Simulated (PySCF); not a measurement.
Molecule (SMILES): [Al][Cl] (Al-Cl) (closed-shell singlet).
Geometry (B3LYP-D3(BJ)/def2-TZVP, fixed):
```
Al
Cl 1 2.1602
```

Basis-set convergence of the lowest singlet excitation energy at PBE with PySCF. Tamm-Dancoff approximation; the state is taken by its order, and sets in which it differs in degeneracy or brightness are left out, yet its character can still change. All functions are spherical. Density fitting with generated auxiliary sets. No added dispersion term, no relativity. Reference: the value in aug-pcseg-3, 4.689 eV, itself unsure by roughly 0.004 eV (its mean distance from aug-cc-pV(Q+d)Z, aug-pcseg-2, aug-cc-pV(T+d)Z). Deviations are taken from unrounded values. Cost is core time over that of def2-SVPD, rough, on shared machines of one kind; a dash marks a row that isn't timed (too short, read off another run, short of memory, by another algorithm or on other hardware).

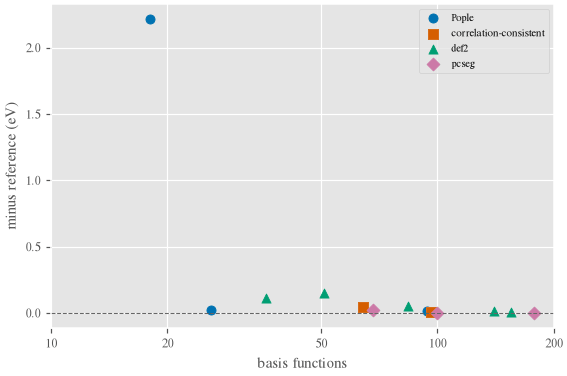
Figure. Deviation from the reference against the number of basis functions, by family of sets.

| basis | functions | lowest singlet excitation energy (eV) | minus reference (eV) | cost |
|---|---|---|---|---|
| STO-3G | 18 | 6.905 | 2.216 | - |
| 6-31G | 26 | 4.713 | 0.024 | - |
| def2-SVP | 36 | 4.800 | 0.110 | 0.7× |
| def2-SVPD | 51 | 4.837 | 0.148 | 1× |
| aug-cc-pV(D+d)Z | 64 | 4.733 | 0.044 | 1× |
| pcseg-2 | 68 | 4.714 | 0.025 | 2× |
| def2-TZVPP | 84 | 4.743 | 0.054 | 2× |
| 6-311++G(3df,3pd) | 94 | 4.700 | 0.011 | 2× |
| jun-cc-pV(T+d)Z | 96 | 4.698 | 0.008 | 3× |
| aug-pcseg-2 | 100 | 4.690 | 0.001 | 3× |
| def2-QZVPP | 140 | 4.704 | 0.015 | 5× |
| def2-QZVPPD | 155 | 4.698 | 0.009 | 6× |
| aug-pcseg-3 | 178 | 4.689 | 0.000 | 8× |
